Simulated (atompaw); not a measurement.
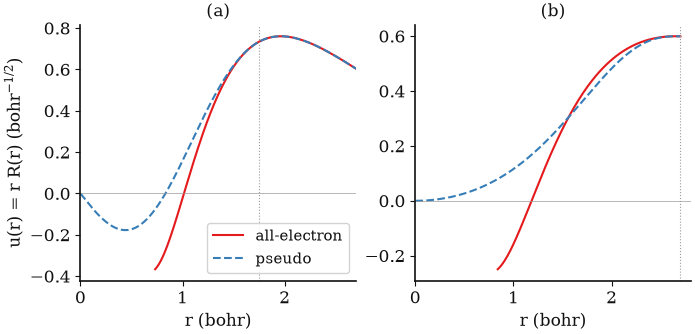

Partial waves u(r) = r R(r), all-electron (solid) and pseudo (dashed). Dotted lines mark the matching radii. The all-electron curves start outside the innermost oscillations, which aren't drawn.

atompaw 4.2.0.5, PBEsol, scalar-relativistic. The levels are (a) -12.10 eV, (b) -3.52 eV.

### Identify the atom and the shell in each panel.

Lead (Pb), core [Xe] 4f14 5d10, valence 6s2 6p2 (neutral): (a) 6s, (b) 6p.

### Are the pseudo-waves norm-conserving?

No. It is a PAW set: the norm inside the radius is free, and the augmentation charge carries the difference.

The potential isn't sound: its ghost test gives ghost states below the valence levels: s at -354.5 eV, d at -7.0 eV.
